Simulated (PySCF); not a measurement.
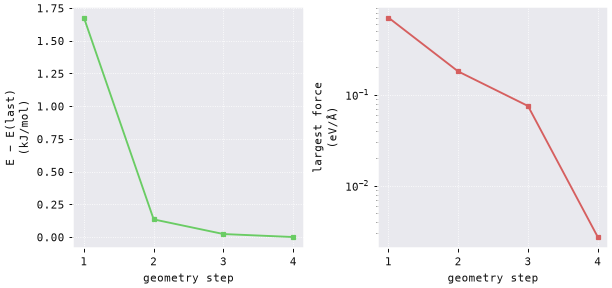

History of a geometry optimisation.

- system: CuH
- method: PBE0-D3(BJ)/def2-SVP, geometry optimisation in PySCF 2.14.0, density fitting

**How did the optimisation end?**

The optimisation met its thresholds at geometry 4, counting the start as the first. The energy fell by about 1.7 kJ/mol from the first step to the last. The largest force goes from about 0.71 eV/Å at the start to 2.7 × 10⁻³ eV/Å at the end.
